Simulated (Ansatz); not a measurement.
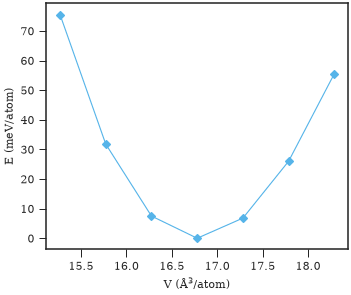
Figure: TaAl (CsCl type, space group No. 221) under volume change, the program Ansatz at the PBE level (PAW), scaled uniformly.

Task: What does a third-order Birch–Murnaghan fit give for V₀, B₀ and B′?

Result: V₀ = 16.78 Å³/atom, B₀ = 151 GPa, B′ = 4.1.

Space group Pm-3m (CsCl type). The start of the workflow was typed in or built on a structure type; neither database checked (COD, Materials Project) lists it. Its standing as an ambient phase is unchecked. The PBE relaxation kept the symmetry of its start; its stability against distortions is not shown here. The run is not spin-polarised. Scalar-relativistic: spin–orbit coupling is off unless named, which matters more the heavier the elements.

Potentials: the earlier of the program's two PAW sets.
